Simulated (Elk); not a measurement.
# Bands of Cobalt in the lowest magnetic state tried

Wanted: the exchange-split electronic structure of Cobalt.

Main program and level: Elk 11.2.3 (patched build); PBE; all-electron APW+lo, Dirac cores, scalar-relativistic bands.

## Step 1: The structure

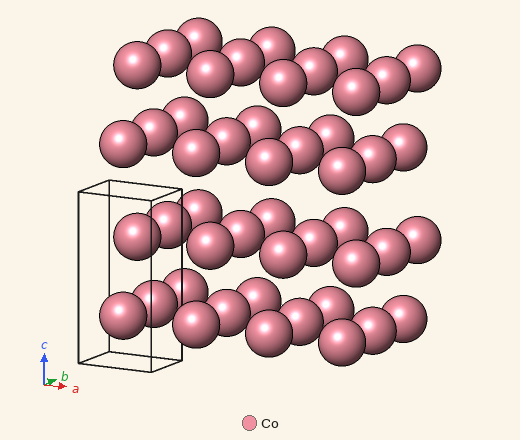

The starting structure, seen slightly off an axis (cobalt pink). 4×3×2 cells are drawn.

## Step 2: The magnetic state

Bands and densities of states are read from a converged potential, so the magnetic state comes first.

This is the lowest of the starts that converged (ferro ++).

The last three numbers of an atom's line are a seed field in its sphere. It points against the wanted moment and shrinks by the factor reducebf each loop.

elk.in

```
tasks
  0

xctype
  20

reducebf
  0.5

epsengy
  1e-05

maxscl
  100

rgkmax
  7.0

nempty
  12

swidth
  0.003

lmaxi
  3

spinpol
  .true.

sppath
  './'

avec
  4.73829928489 0.00000000000 0.00000000000
  -2.36914964244 4.10348755135 0.00000000000
  0.00000000000 0.00000000000 7.69099635461

atoms
  1
  'Co.in'
  2
  0.3333333333 0.6666666667 0.2500000000   0.000000 0.000000 -0.060000
  0.6666666667 0.3333333333 0.7500000000   0.000000 0.000000 -0.060000

ngridk
  12 12 6
```

Started as:

```bash
OMP_NUM_THREADS=2 elk
```

Numbers of over 12 decimals in the logs are rounded to 6 here.

The program printed:

```text
Warning(gndstate): core states of species 1 leak from the muffin-tin :   0.6699123853E-03

--- INFO.OUT ---
┌─────────────────────────┐
│ Elk code version 11.2.3 │
└─────────────────────────┘

All units are atomic (Hartree, Bohr, etc.)

┌─────────────────────────────────────────────────┐
│ Ground-state run starting from atomic densities │
└─────────────────────────────────────────────────┘

Lattice vectors :
   4.738299285       0.000000000       0.000000000
  -2.369149642       4.103487551       0.000000000
   0.000000000       0.000000000       7.690996355

Species : 1 (Co)
 parameters loaded from : Co.in
 name : cobalt
 nuclear charge    :   -27.00000000
 electronic charge :    27.00000000
 atomic mass :    107428.6517
 muffin-tin radius :    2.334644196
 number of radial points in muffin-tin :    993
 inner part over the whole radius :   0.9921812145E-02
 number on inner part of muffin-tin    :    700
 approximate nuclear radius :   0.7243775530E-04
 number of mesh points to nuclear radius :    334
 atomic positions (lattice), magnetic fields (Cartesian) :
  1 :   0.33333333  0.16666667  0.25000000    0.00000000  0.00000000 -0.06000000
  2 :  -0.33333333 -0.16666667 -0.25000000    0.00000000  0.00000000 -0.06000000

Total number of atoms per unit cell :    2
Total muffin-tin volume :    106.6057705
 ratio of muffin-tin to unit cell volume :   0.7128899609

Spin treatment :
 spin-polarised
 global magnetic field (Cartesian) :    0.000000000       0.000000000       0.000000000
 collinear magnetisation in z-direction

Number of Bravais lattice symmetries :   24
Number of crystal symmetries         :   24
Crystal has inversion symmetry
Real symmetric eigensolver will be used

k-point grid :     12    12     6
k-point offset :    0.000000000       0.000000000       0.000000000
k-point set is reduced with full crystal symmetry group
Total number of k-points :       76

Muffin-tin radius times maximum |G+k| :    7.000000000
 using average radius
Maximum |G+k| for APW functions       :    2.998315551
Maximum (1/2)|G+k|²                   :    4.494948072
Maximum |G| for potential and density :    12.00000000
Constant for pseudocharge density :    7
 order of it for each species :   14
 order of it for pair densities of each species (exact exchange by exxq0 0: 14) :   10
Radial integration step length :    1

G-vector grid sizes :     20    20    30
Number of G-vectors :     4331

Maximum angular momentum used for
 APW functions            :    8
 outer part of muffin-tin :    6
 inner part of muffin-tin :    3

Number of empty states         :     24
Total number of valence states :     80
Total number of core states    :     24

Third-order local-orbitals added for an l without core states : T
Total number of local-orbitals :     44

Exchange-correlation functional :     20     0     0
 Perdew-Burke-Ernzerhof, Phys. Rev. Lett. 77, 3865 (1996)
 gradient requirement :    1
 generalised gradient approximation (GGA)

Smearing type :    3
 Fermi-Dirac
Smearing width :   0.3000000000E-02
Effective electronic temperature (K) :    947.3250744

Mixing type :    3
 Broyden mixing, J. Phys. A: Math. Gen. 17, L317 (1984)

Kohn-Sham potential initialised from atomic data

┌──────────────────────────────┐
│ Self-consistent loop started │
└──────────────────────────────┘

┌─────────────────┐
│ Loop number : 1 │
└─────────────────┘

Energies :
 Fermi                       :     0.209217
 sum of occupied eigenvalues :     -1612.4050249787
 electron kinetic            :      2825.0396856293
 core electron kinetic       :      2558.1813408137
 Coulomb                     :     -5493.0603106505
 Coulomb potential           :     -4282.0022571356
 nuclear-nuclear             :     -499.77031406297
 electron-nuclear            :     -5725.1087483826
 Hartree                     :      731.81875179514
 Madelung                    :     -3352.0591820827
 xc potential                :     -155.21638577645
 xc effective B-field        :    -0.168816
 external B-field            :      0.000000
 exchange                    :     -116.59127946432
 correlation                 :     -2.548976
 electron entropic           :    -0.16187259062599E-02
 total energy                :     -2787.1624996699
 (external B-field energy excluded from total)

Density of states at Fermi energy :    54.71031230
 (states/Hartree/unit cell)

Estimated indirect band gap :   0.9591980227E-03
 from k-point 2 to k-point 27
Estimated direct band gap   :   0.3915657188E-02
 at k-point 50

Charges :
 core                        :    24.00000000
 valence                     :    30.00000000
 interstitial                :    1.794605681
 muffin-tins (core leakage)
  species : 1 (Co)
   atom 1                    :    26.10269716     (  0.6902775035E-03)
   atom 2                    :    26.10269716     (  0.6902775035E-03)
 total in muffin-tins        :    52.20539432
 total calculated charge     :    53.99705467
 total charge                :    54.00000000
 error                       :   0.2945326483E-02

Moments :
 interstitial                :  -0.1010314222
 muffin-tins
  species : 1 (Co)
   atom 1                    :    1.945623713
   atom 2                    :    1.945623713
 total in muffin-tins        :    3.891247425
 total moment                :    3.790216003

[... earlier loops left out ...]

┌──────────────────┐
│ Loop number : 17 │
└──────────────────┘

Energies :
 Fermi                       :     0.302348
 sum of occupied eigenvalues :     -1607.0372093467
 electron kinetic            :      2828.1859708353
 core electron kinetic       :      2558.2655065212
 Coulomb                     :     -5495.7278677380
 Coulomb potential           :     -4280.1667274219
 nuclear-nuclear             :     -499.77031406297
 electron-nuclear            :     -5732.3362807399
 Hartree                     :      736.37872706480
 Madelung                    :     -3355.6445040271
 xc potential                :     -154.92471301829
 xc effective B-field        :    -0.131740
 external B-field            :      0.000000
 exchange                    :     -116.85388463190
 correlation                 :     -2.549713
 electron entropic           :    -0.15916278135349E-02
 total energy                :     -2786.9470863056
 (external B-field energy excluded from total)

Density of states at Fermi energy :    53.61042205
 (states/Hartree/unit cell)

Estimated indirect band gap :   0.3729139469E-03
 from k-point 63 to k-point 27
Estimated direct band gap   :   0.1795015842E-02
 at k-point 22

Charges :
 core                        :    24.00000000
 valence                     :    30.00000000
 interstitial                :    1.692724048
 muffin-tins (core leakage)
  species : 1 (Co)
   atom 1                    :    26.15363798     (  0.6699123853E-03)
   atom 2                    :    26.15363798     (  0.6699123853E-03)
 total in muffin-tins        :    52.30727595
 total calculated charge     :    53.99708254
 total charge                :    54.00000000
 error                       :   0.2917462323E-02

Moments :
 interstitial                :  -0.1013546235
 muffin-tins
  species : 1 (Co)
   atom 1                    :    1.717484399
   atom 2                    :    1.717484399
 total in muffin-tins        :    3.434968797
 total moment                :    3.333614174

┌──────────────────────────────┐
│ Self-consistent loop stopped │
└──────────────────────────────┘

Warning : core states of species 1 leak from the muffin-tin :   0.6699123853E-03

Wrote STATE.OUT
```

The job ended after 2 min (2 threads of Arm Neoverse V2, shared host; peak memory 0.15 GiB; 3.9 min of CPU time).

Spin moment in the muffin-tin sphere by atom:

| atom | spin moment in the muffin-tin sphere (μB) |
| --- | --- |
| Co1 | 1.72 |
| Co2 | 1.72 |

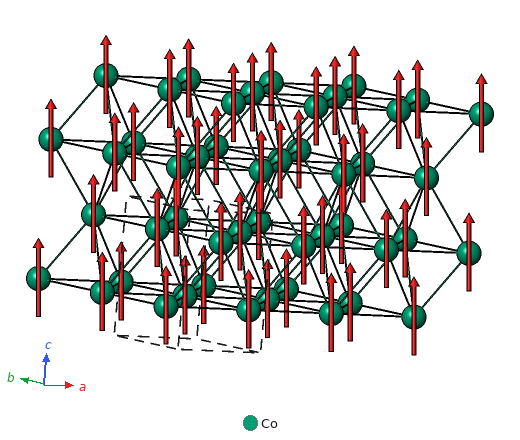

Spin moment in the muffin-tin sphere as arrows, the longest 1.72 μB. Up and down stand for the sign. Arrows give size and sign along the axis of quantisation, drawn up and down the page. 4×3×2 cells are drawn.

Numbers from this step:

```
density of states at the Fermi level : 1.970 states/eV/cell
moment between the spheres           : -0.1014 μB
magnetization                        : 3.334 μB
final state                          : ferromagnetic
```

## Step 3: Bands and density of states

The potential is kept. Point names follow a standard table for this cell's lattice and can differ from other conventions. The density of states is interpolated from the levels on the mesh (so its value at the Fermi level can differ from the smeared one of the ground-state run), and the bands are solved anew along a path of special points.

elk.in

```
tasks
  10
  20
  15
  33
  73

xctype
  20

reducebf
  0.5

epsengy
  1e-05

maxscl
  100

rgkmax
  7.0

nempty
  12

swidth
  0.003

lmaxi
  3

spinpol
  .true.

sppath
  './'

avec
  4.73829928489 0.00000000000 0.00000000000
  -2.36914964244 4.10348755135 0.00000000000
  0.00000000000 0.00000000000 7.69099635461

atoms
  1
  'Co.in'
  2
  0.3333333333 0.6666666667 0.2500000000   0.000000 0.000000 -0.000060
  0.6666666667 0.3333333333 0.7500000000   0.000000 0.000000 -0.000060

ngridk
  12 12 6

wplot
  300 60 1
  -0.35000 0.25000

plot1d
  7 84
  0.00000000 0.00000000 0.00000000
  0.50000000 0.00000000 0.00000000
  0.33333333 0.33333333 0.00000000
  0.00000000 0.00000000 0.00000000
  0.00000000 0.00000000 0.50000000
  0.50000000 0.00000000 0.50000000
  0.33333333 0.33333333 0.50000000

plot3d
  0 0 0
  1 0 0
  0 1 0
  0 0 1
  13 13 21
```

Started as:

```bash
OMP_NUM_THREADS=2 elk
```

The program printed:

```text
┌─────────────────────────────────┐
│ Elk code version 11.2.3 started │
└─────────────────────────────────┘

Info(readinput): the functional depends on the density's gradient
 muffin-tin radial points multiplied by    2.00000
 (not where nrmtscf is given)

┌───────────────────┐
│ Current task : 10 │
└───────────────────┘
Info(checkmt): changed muffin-tin radius of species 1 (Co) from   2.4000 to   2.3346

Info(findsymcrys): atomic basis shift (lattice) :
   0.000000000      0.5000000000       0.000000000
See GEOMETRY.OUT for new atomic positions

Info(writedos):
 Total density of states written to TDOS.OUT

 Partial density of states written to PDOS_Sss_Aaaaa.OUT
 for all species and atoms

 Spin-quantisation axis :    0.000000000       0.000000000       1.000000000

 Eigenvalues of a random matrix symmetrised with the site
 symmetries in the Yₗₘ basis written to ELMIREP.OUT for all
 species and atoms. Degenerate eigenvalues correspond to
 irreducible representations of each site symmetry group

 Interstitial density of states written to IDOS.OUT

 Fermi energy is at zero in plots

 DOS units are states/Hartree/unit cell

┌───────────────────┐
│ Current task : 20 │
└───────────────────┘

Info(bandstr):
 Band structure plot written to BAND.OUT

 Fermi energy is at zero in plot

 Vertex location lines written to BANDLINES.OUT

┌───────────────────┐
│ Current task : 15 │
└───────────────────┘

Info(writelsj):
 muffin-tin L, S and J expectation values written to LSJ.OUT

┌───────────────────┐
│ Current task : 33 │
└───────────────────┘

Info(rhoplot): 3D density plot written to RHO3D.OUT

┌───────────────────┐
│ Current task : 73 │
└───────────────────┘

Info(vecplot):
 3D magnetisation density written to MAG3D.OUT

┌──────────────────┐
│ Elk code stopped │
└──────────────────┘
```

It took 75 s on 2 threads; peak memory 0.17 GiB; 2.2 min of CPU time.

Electronic bands along the path, in eV, zero at the Fermi level; # counts the bands kept:

| point | up #9 | up #10 | up #11 | up #12 | down #5 | down #7 | down #8 | down #9 |
| --- | --- | --- | --- | --- | --- | --- | --- | --- |
| Γ | -1.92 | -0.88 | -0.88 | -0.25 | -0.88 | -0.53 | -0.24 | -0.09 |
| M | -0.65 | -0.59 | 1.19 | 3.14 | -1.03 | -0.59 | 1.21 | 1.33 |
| K | -0.97 | -0.88 | 4.33 | 5.10 | -1.30 | -0.28 | 0.92 | 0.92 |
| Γ | -1.92 | -0.88 | -0.88 | -0.25 | -0.88 | -0.53 | -0.24 | -0.09 |
| A | -1.17 | -1.17 | -1.16 | -1.16 | -0.95 | -0.95 | -0.95 | 0.75 |
| L | -0.64 | -0.64 | 1.45 | 1.45 | 0.01 | 0.24 | 0.24 | 1.31 |
| H | -0.81 | -0.81 | 5.51 | 5.51 | -1.68 | -0.14 | -0.14 | 1.10 |

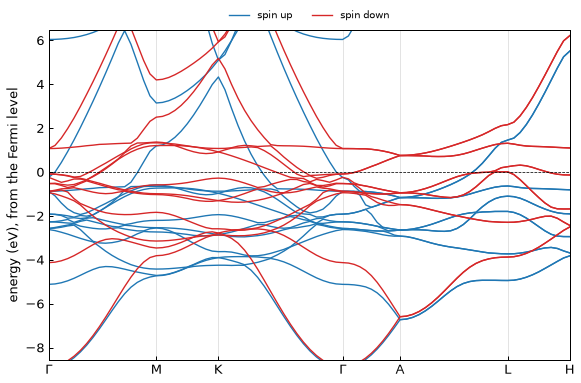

Electronic bands along the path; the two colours are the two spins.

The density of states has structure finer than the step of the table below, so its rows give means over 1 eV, whole bins alone (the curve runs from -9.52 to 6.75 eV). Peaks (eV: height): up -3.4: 2.94, -2.2: 3.31, -0.8: 4.74; down -2.1: 2.60, -0.5: 3.21, 1.2: 4.56; Co1 d up -3.4: 1.23, -2.2: 1.50, -0.8: 2.32; Co1 d down -2.1: 1.01, -0.5: 1.43, 1.2: 2.24.

The density of states by energy, zero at the Fermi level; means over each step; values in states/eV/cell:

| energy (eV) | up | down | Co1 d up | Co1 d down |
| --- | --- | --- | --- | --- |
| -9 | 0.00836 | 0.00586 | 0 | 0 |
| -8 | 0.0651 | 0.0603 | 3.3e-4 | 1.7e-4 |
| -7 | 0.117 | 0.105 | 0.00286 | 0.00141 |
| -6 | 0.208 | 0.157 | 0.0179 | 0.00610 |
| -5 | 0.871 | 0.254 | 0.255 | 0.0253 |
| -4 | 1.71 | 0.665 | 0.686 | 0.163 |
| -3 | 2.25 | 1.20 | 0.980 | 0.436 |
| -2 | 2.50 | 1.50 | 1.14 | 0.589 |
| -1 | 2.68 | 2.47 | 1.30 | 1.07 |
| 0 | 0.350 | 1.66 | 0.127 | 0.762 |
| 1 | 0.318 | 2.46 | 0.0831 | 1.20 |
| 2 | 0.256 | 0.462 | 0.0542 | 0.179 |
| 3 | 0.236 | 0.317 | 0.0427 | 0.0969 |
| 4 | 0.218 | 0.266 | 0.0360 | 0.0670 |
| 5 | 0.174 | 0.231 | 0.0264 | 0.0505 |
| 6 | 0.0577 | 0.157 | 0.00898 | 0.0305 |

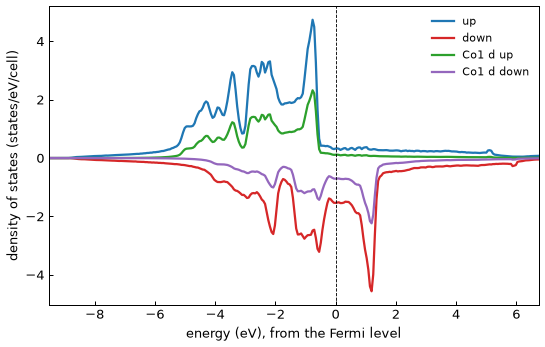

Density of states, plotted against energy. Down spins are drawn negative.

## Step 4: Outcome

```json
{
 "state": "ferromagnetic",
 "largest moment": "1.72 μB"
}
```

**Reading.** Right at the Fermi level (the table gives means over its steps) the density of states is 0.32 states/eV a cell for spin up and 1.5 for spin down. Within the window shown, the centres of the Co1 d states of the two spins lie 1.7 eV apart, a rough measure of the splitting of the spins. The state is the lowest of the starts that converged. These are Kohn–Sham levels without spin–orbit coupling.

[Logs and program files are shortened in this print: banners, set-up blocks, solver, clock and traceback lines can be left out without a mark of their own.]

[Logs are printed without paths, hosts, clocks, repeated set-up lines and the standing remarks that a program may print on its own settings, such as how far it seeks lower states.]

[Hosts, paths, dates, database ids (printed as entryN), source tags and the programs' standing remarks are cut or masked in the printed files.]

[Where a cell is said to come from a database of computed structures, the database is the Materials Project.]
